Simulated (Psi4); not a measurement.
**B2PLYP/def2-SVP (density fitting for correlation) run of TiH4O4 (SMILES O[Ti](O)(O)O)**

Aim: the vertical ionisation energy of TiH4O4 at B2PLYP/def2-SVP (density fitting for correlation), from 2 runs. 

The calculation is run with Psi4 1.11.

## Step 1: The structure to begin with

TiH4O4: 9 atoms, total charge 0, spin state singlet. As SMILES, `O[Ti](O)(O)O`. The shape is that of a PBE0-D4/def2-TZVP optimisation. This is one conformer, not always the lowest.

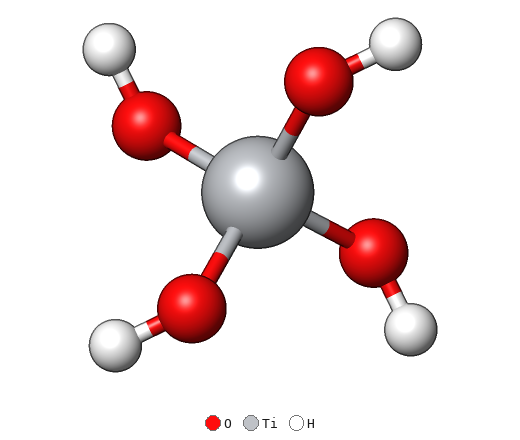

The structure, seen from a chosen angle (oxygen red, titanium light grey, hydrogen white).

## Step 2: A single-point energy at B2PLYP/def2-SVP (density fitting for correlation)

h4o4ti.xyz

```xyz
9
H4O4Ti
O     -0.125250     1.268390    -1.272730
Ti     0.000070     0.000090    -0.000050
O      1.651710    -0.715310    -0.066120
O     -1.235630    -1.279200    -0.283830
O     -0.290490     0.726280     1.622320
H     -0.813470     1.413950    -1.922910
H      2.270980    -0.885970     0.644480
H     -1.123140    -2.176250    -0.600550
H     -0.334770     1.648010     1.879390
```

run_ase.py

```python
import numpy as np
from ase.calculators.psi4 import Psi4
from ase.io import read

atoms = read('h4o4ti.xyz')
calc = Psi4(atoms=atoms, method='b2plyp', basis='def2-SVP', memory='2200MB', num_threads=1, charge=0, multiplicity=1, label='psi4-calc')
calc.psi4.set_options({'puream': True, 'e_convergence': 1e-09, 'd_convergence': 1e-08, 'scf_type': 'pk', 'dft_radial_points': 99, 'dft_spherical_points': 590, 'num_frozen_docc': 9})
atoms.calc = calc

print(f'energy: {atoms.get_potential_energy():.6f} eV')
```

The run is started by

```console
python run_ase.py
```

psi4-calc.dat, shortened:

```text
[...]
  Running in c1 symmetry.
[...]
  Nuclear repulsion =  327.335093136810826
[...]
  Multiplicity = 1
[...]
  Nalpha       = 29
  Nbeta        = 29
[...]
    Number of basis functions: 107
[...]
   @RKS iter   1: -1151.10683081727257   -1.13008e+00   1.22524e-02 ADIIS/DIIS
[...]
   @RKS iter  13: -1151.81309224147685   -7.95808e-12   4.34173e-09 DIIS
[...]
    Orbital Energies [Eh]
    ---------------------
    Doubly Occupied:
       1A   -180.852489     2A    -20.687255     3A    -19.716847
       4A    -19.716816     5A    -19.716799     6A    -19.716794
       7A    -17.261607     8A    -17.261305     9A    -17.261305
      10A     -2.679007    11A     -1.714671    12A     -1.713286
      13A     -1.713281    14A     -1.087896    15A     -1.076026
      16A     -1.075552    17A     -1.075543    18A     -0.560520
      19A     -0.560266    20A     -0.560249    21A     -0.556235
      22A     -0.435170    23A     -0.426017    24A     -0.416398
      25A     -0.406993    26A     -0.406988    27A     -0.378421
      28A     -0.377311    29A     -0.377297
[...]
  @RKS Final Energy: -1151.81309224147685
   => Energetics <=
    Nuclear Repulsion Energy =            327.3350931368108263
    One-Electron Energy =               -2232.1400685744156362
    Two-Electron Energy =                 790.1998962784196010
    DFT Exchange-Correlation Energy =     -37.2080130822915933
    Empirical Dispersion Energy =           0.0000000000000000
    VV10 Nonlocal Energy =                  0.0000000000000000
    Total Energy =                      -1151.8130922414768520
[...]
 Multipole Moments:
 ------------------------------------------------------------------------------------
     Multipole            Electronic (a.u.)      Nuclear  (a.u.)        Total (a.u.)
 ------------------------------------------------------------------------------------
 L = 1.  Multiply by 2.5417464519 to convert [e a0] to [Debye]
 Dipole X            :          0.0000727           -0.0006373           -0.0005646
 Dipole Y            :          0.0005698           -0.0005809           -0.0000111
 Dipole Z            :          0.0000748            0.0005717            0.0006465
 Magnitude           :                                                    0.0008584
[...]
```

On the terminal:

```text
energy: -31352.402918 eV
```

Run time: 20 s. Hardware: 1 thread of AMD EPYC 7R43 (Zen 3), shared host; peak memory 1.1 GiB.

## Step 3: The doublet cation at the same level

h4o4ti.json

```json
{
  "schema_name": "qcschema_input",
  "schema_version": 1,
  "molecule": {
    "schema_name": "qcschema_molecule",
    "schema_version": 2,
    "symbols": ["O", "Ti", "O", "O", "O", "H", "H", "H", "H"],
    "geometry": [-0.2366882, 2.39690972, -2.40511113, 0.00013228, 0.00017008, -9.449e-05, 3.12127954, -1.35173999, -0.12494869, -2.33500229, -2.41733766, -0.53636097, -0.54894654, 1.37247029, 3.06574049, -1.53723551, 2.67197825, -3.63377326, 4.29153023, -1.67424065, 1.21789069, -2.122427, -4.11251648, -1.13487502, -0.63262361, 3.11428755, 3.55153238],
    "molecular_charge": 1,
    "molecular_multiplicity": 2,
    "fix_symmetry": "c1"
  },
  "driver": "energy",
  "model": {
    "method": "b2plyp",
    "basis": "def2-SVP"
  },
  "keywords": {
    "reference": "uks",
    "puream": true,
    "e_convergence": 1e-09,
    "d_convergence": 1e-08,
    "scf_type": "pk",
    "dft_radial_points": 99,
    "dft_spherical_points": 590,
    "num_frozen_docc": 9,
    "maxiter": 100
  }
}
```

The run is started by

```console
psi4 --qcschema h4o4ti.json -n 1 --memory 2200MB
```

stdout, shortened:

```text
[...]
  Running in c1 symmetry.
[...]
  Nuclear repulsion =  327.335093244906147
[...]
  Multiplicity = 2
[...]
  Nalpha       = 29
  Nbeta        = 28
[...]
    Number of basis functions: 107
[...]
   @UKS iter   1: -1150.83893693682967   -8.62342e-01   1.04814e-02 ADIIS/DIIS
[...]
   @UKS iter  30: -1151.41521968034385   -2.43290e-11   8.88802e-09 DIIS
[...]
   @S^2 Observed:                8.533303994E-01
[...]
    Orbital Energies [Eh]
    ---------------------
    Alpha Occupied:
       1A   -181.076912     2A    -20.908688     3A    -20.054775
       4A    -20.054573     5A    -19.923435     6A    -19.923400
       7A    -17.483703     8A    -17.482944     9A    -17.482686
      10A     -2.903284    11A     -1.941970    12A     -1.938149
      13A     -1.937392    14A     -1.413960    15A     -1.406891
      16A     -1.280886    17A     -1.274757    18A     -0.863324
      19A     -0.863100    20A     -0.779609    21A     -0.764171
      22A     -0.755154    23A     -0.748232    24A     -0.718058
      25A     -0.713407    26A     -0.627833    27A     -0.604627
      28A     -0.597305    29A     -0.574936
    Alpha Virtual:
[...]
  @UKS Final Energy: -1151.41521968034385
   => Energetics <=
    Nuclear Repulsion Energy =            327.3350932449061474
    One-Electron Energy =               -2218.0034489764448153
    Two-Electron Energy =                 776.2766703227958942
    DFT Exchange-Correlation Energy =     -37.0235342716008873
    Empirical Dispersion Energy =           0.0000000000000000
    VV10 Nonlocal Energy =                  0.0000000000000000
    Total Energy =                      -1151.4152196803438528
[...]
 Multipole Moments:
 ------------------------------------------------------------------------------------
     Multipole            Electronic (a.u.)      Nuclear  (a.u.)        Total (a.u.)
 ------------------------------------------------------------------------------------
 L = 1.  Multiply by 2.5417464519 to convert [e a0] to [Debye]
 Dipole X            :         -0.8739293           -0.0006373           -0.8745665
 Dipole Y            :         -0.3169968           -0.0005809           -0.3175778
 Dipole Z            :          0.7653771            0.0005717            0.7659488
 Magnitude           :                                                    1.2051555
[...]
```

The result, in JSON:

```text
{
 "driver": "energy",
 "model": {
  "method": "b2plyp",
  "basis": "def2-SVP"
 },
 "success": true,
 "return_result": -1151.780712271701,
 "properties": {
  "calcinfo_nbasis": 107,
  "calcinfo_nmo": 107,
  "calcinfo_nalpha": 29,
  "calcinfo_nbeta": 28,
  "calcinfo_natom": 9,
  "nuclear_repulsion_energy": 327.33509324490615,
  "return_energy": -1151.780712271701,
  "scf_one_electron_energy": -2218.003448976445,
  "scf_two_electron_energy": 776.2766703227959,
  "scf_xc_energy": -37.02353427160089,
  "scf_dipole_moment": [-0.8745665358298704, -0.317577757283239, 0.765948830250439],
  "scf_total_energy": -1151.4152196803439,
  "scf_iterations": 30
 }
}
```

Run time: 66 s. Hardware: 1 thread of AMD EPYC 7R43 (Zen 3), shared host; peak memory 1 GiB.

## Step 4: What came out

Level: B2PLYP/def2-SVP (density fitting for correlation), 9 core orbitals frozen.

| quantity | value |
| --- | --- |
| singlet TiH4O4: total energy | -1152.17957 Eh |
| singlet TiH4O4: HOMO energy (SCF part's orbitals) | -10.27 eV |
| singlet TiH4O4: LUMO energy (SCF part's orbitals) | 0.49 eV |
| singlet TiH4O4: HOMO–LUMO gap (SCF part's orbitals) | 10.76 eV |
| doublet cation: total energy | -1151.78071 Eh |
| doublet cation: HOMO energy (SCF part's orbitals) (highest over α and β) | -15.59 eV |
| doublet cation: LUMO energy (SCF part's orbitals) (lowest over α and β) | -11.42 eV |
| doublet cation: ⟨S²⟩ | 0.853 |
| vertical ionisation energy (to the doublet cation) | 10.853 eV |

In words: The vertical ionisation energy comes to 10.85 eV (1047 kJ/mol). −ε(HOMO) before ionisation, 10.27 eV, is 0.59 eV below this ionisation energy. ⟨S²⟩ (doublet cation) is 0.85 where a pure doublet has 0.75: the reference is spin-contaminated.
